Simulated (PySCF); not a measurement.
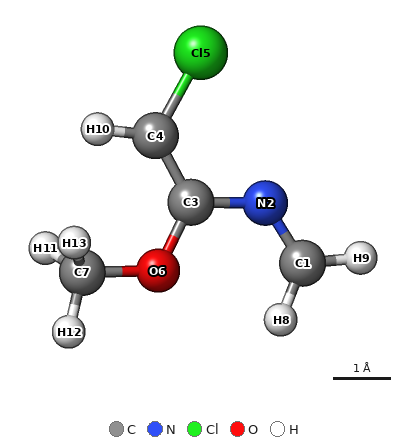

Figure 1. The input geometry (ball-and-stick view, seen at a tilt; atoms are numbered from 1 in the order of the input). Bond lengths as drawn: C–C 1.35 Å, C–Cl 1.71 Å, C–H 1.08 to 1.09 Å, C–N 1.26 to 1.37 Å and C–O 1.37 to 1.41 Å.

Run report: C4H6ClNO, NMR shielding calculation

C4H6ClNO, computed with GIAO PBE0/pcSseg-1 NMR shielding, non-relativistic, gas phase (PySCF 2.14.0).

The geometry comes from this level: GFN2-xTB. Figures and captions count atoms from 1; the log counts them from 0 in places.

Output:
```
coarse grid: 11840 points
cycle   1  E = -745.5118157630  dE =  1.074e+00  |g| = 5.112e-01  |ddm| = 3.337e+00
cycle   2  E = -745.4699376786  dE =  4.188e-02  |g| = 7.139e-01  |ddm| = 1.028e+00
cycle   3  E = -745.5606847000  dE = -9.075e-02  |g| = 1.000e-01  |ddm| = 6.051e-01
cycle   4  E = -745.5621741581  dE = -1.489e-03  |g| = 5.503e-02  |ddm| = 1.232e-01
cycle   5  E = -745.5628674989  dE = -6.933e-04  |g| = 1.273e-02  |ddm| = 5.151e-02
cycle   6  E = -745.5629017520  dE = -3.425e-05  |g| = 4.865e-03  |ddm| = 1.460e-02
cycle   7  E = -745.5629069633  dE = -5.211e-06  |g| = 1.681e-03  |ddm| = 5.065e-03
final grid: 111016 points
cycle   8  E = -745.6133704396  dE = -3.750e-05  |g| = 1.033e-02  |ddm| = 2.781e-02
cycle   9  E = -745.6133501097  dE =  2.033e-05  |g| = 1.484e-02  |ddm| = 1.478e-02
cycle  10  E = -745.6133893356  dE = -3.923e-05  |g| = 2.143e-03  |ddm| = 1.021e-02
cycle  11  E = -745.6133903521  dE = -1.017e-06  |g| = 5.134e-04  |ddm| = 2.196e-03
cycle  12  E = -745.6133904131  dE = -6.101e-08  |g| = 1.724e-04  |ddm| = 5.401e-04
cycle  13  E = -745.6133904201  dE = -7.006e-09  |g| = 4.700e-05  |ddm| = 1.808e-04
cycle  14  E = -745.6133904205  dE = -4.115e-10  |g| = 1.889e-05  |ddm| = 5.586e-05
```

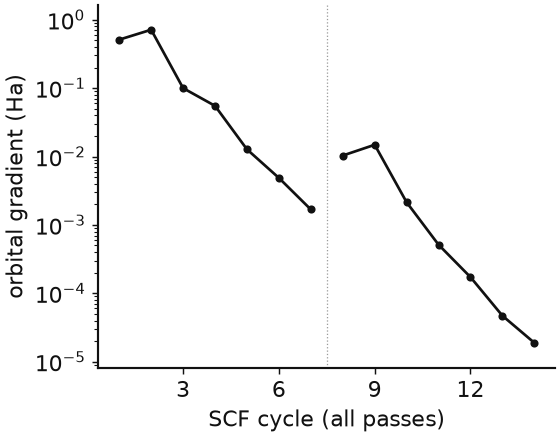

Figure 2. Convergence of the self-consistent field: orbital gradient against the SCF cycle. The dotted line marks the change from a coarse to the final integration grid. The first 7 cycles use a coarse grid, the final grid takes over at cycle 8, and the field converges after 14 cycles in all.

```
converged SCF energy = -745.6133904205

GIAO shielding tensors (ppm)
atom      isotropic    diamagn.    paramagn.     s11        s22        s33       span
  0 C       32.658     253.651    -220.993    -58.784     13.494    143.262    202.046
  1 N     -106.196     326.630    -432.826   -435.152   -140.150    256.714    691.866
  2 C       23.233     251.094    -227.862    -70.966     52.015     88.648    159.614
  3 C       77.178     254.113    -176.935     25.905     73.858    131.771    105.866
  4 Cl     794.242    1145.118    -350.876    619.002    827.114    936.611    317.609
  5 O      237.446     402.015    -164.569    114.094    284.847    313.397    199.303
  6 C      131.519     245.591    -114.072    104.179    111.237    179.142     74.964
  7 H       23.902      31.447      -7.546     21.835     21.903     27.967      6.133
  8 H       24.358      28.247      -3.889     22.557     24.200     26.318      3.761
  9 H       26.477      31.178      -4.701     20.878     26.746     31.807     10.930
 10 H       28.137      29.876      -1.738     24.943     25.937     33.532      8.589
 11 H       27.585      28.831      -1.245     23.393     25.998     33.366      9.973
 12 H       28.144      29.880      -1.736     24.960     25.931     33.541      8.581
```

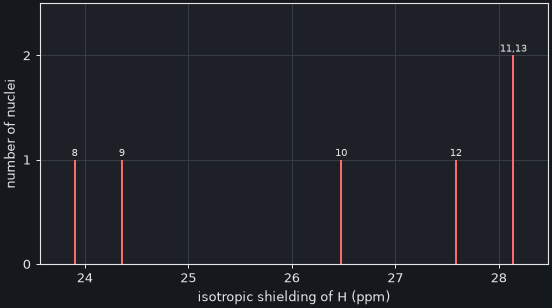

Figure 3. Isotropic shieldings of the hydrogen nuclei in this fixed geometry, labelled by atom number; shielding grows to the right, so chemical shift grows to the left. The least shielded is H8 (23.9 ppm), the most shielded H13 (28.1 ppm).

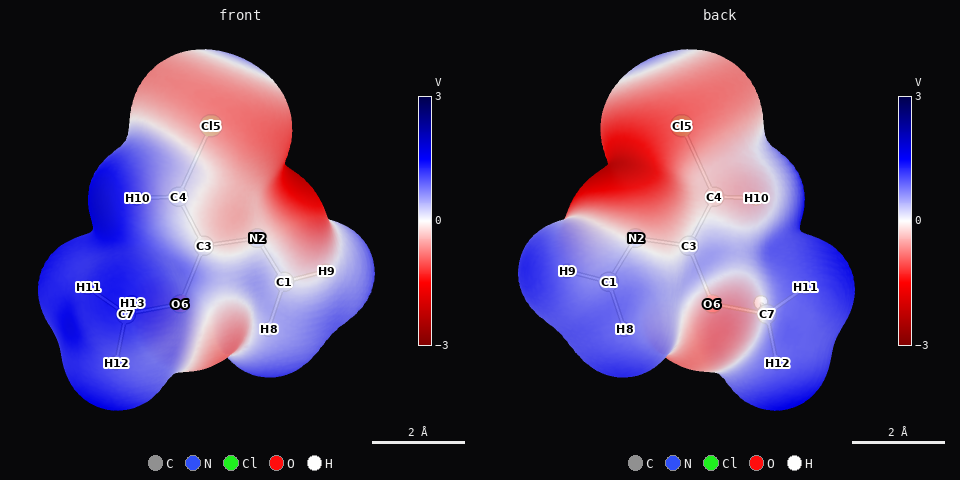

Figure 4. The molecular electrostatic potential painted on the density surface at 0.004 e/bohr³, seen at a tilt and from behind; red is negative and blue positive.

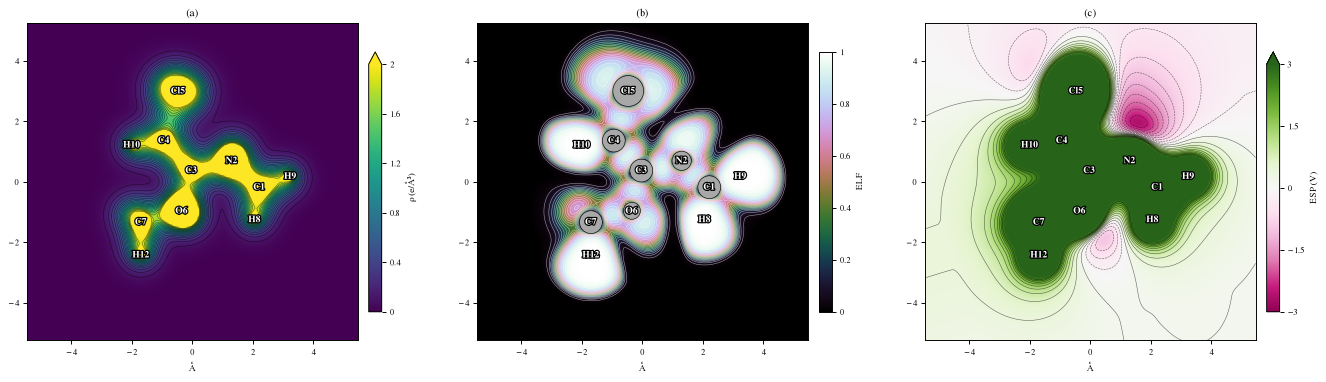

Figure 5. (a) electron density; (b) ELF; (c) molecular electrostatic potential on the plane of atoms N2, C3 and C4. Grey discs, where drawn, cover atomic cores. The section cuts through C, N, Cl, O and H sites. C–N (1.26 Å): ρ at the midpoint is about 2.8 e/Å³; the ELF peaks at about 0.90 between the atoms; a double or triple bond. C–Cl (1.71 Å): ρ at the midpoint is about 1.5 e/Å³; the ELF peaks at about 0.90 between the atoms, as expected for localised, shared-pair bonding. C–H (1.08 Å): ρ at the midpoint is about 2.1 e/Å³; the ELF climbs to about 1 towards the hydrogen, as it does in any bond to H (a covalent bond by its length).

The run was set up as follows.

The input:
```
{"job": {"xc": "PBE0", "basis": "pcSseg-1", "kind": "nmr", "pop": true}, "charge": 0, "multiplicity": 1}
C     -2.289417    -0.683940     0.462587
N     -1.686820     0.296731    -0.058041
C     -0.317539     0.357340    -0.160462
C      0.244743     1.437602    -0.732369
Cl    -0.708485     2.723125    -1.327468
O      0.384134    -0.705049     0.335941
C      1.787047    -0.688258     0.246826
H     -1.805245    -1.566495     0.877697
H     -3.367573    -0.636987     0.495259
H      1.303536     1.578240    -0.858984
H      2.210899     0.155621     0.799442
H      2.121510    -1.621788     0.696814
H      2.118822    -0.645655    -0.794970
```

The first line tells a small driver script what to run in PySCF; the rest is the geometry in Å.

Command:
```bash
OMP_NUM_THREADS=1 python <driver script> task.json out
```

Summary:

```json
{"quantity": "outcome", "value": "converged"}
{"quantity": "total energy", "value": "−745.613390 hartree"}
{"quantity": "HOMO", "value": "−6.51 eV"}
{"quantity": "LUMO", "value": "−1.37 eV"}
{"quantity": "dipole moment", "value": "3.33 D"}
{"quantity": "isotropic shielding, C", "value": "23.2 to 131.5 ppm"}
{"quantity": "isotropic shielding, N", "value": "−106.2 ppm"}
{"quantity": "isotropic shielding, Cl", "value": "794.2 ppm"}
{"quantity": "isotropic shielding, O", "value": "237.4 ppm"}
{"quantity": "isotropic shielding, H", "value": "23.9 to 28.1 ppm"}
{"quantity": "hardware", "value": "1 CPU thread, shared host"}
{"quantity": "wall time", "value": "22 s"}
{"quantity": "peak memory", "value": "0.74 GiB"}
```
